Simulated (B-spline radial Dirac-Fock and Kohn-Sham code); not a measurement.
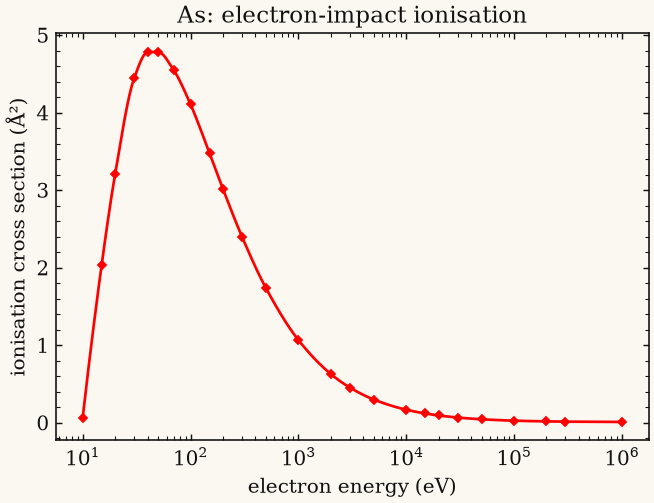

Electron-impact ionisation cross section, summed over subshells, against electron energy. The figure is for neutral arsenic ([Ar] 3d10 4s2 4p3). Level of theory: the relativistic binary-encounter-Bethe model (direct ionisation alone), good to a few tens of per cent; calculated with a B-spline radial atomic code.

> How does the peak position compare with the threshold?

It lies at about 5.1 times the lowest binding energy, 9.79 eV.

> Where is the maximum, and how high?

Near 50 eV on this grid, 4.8 Å².
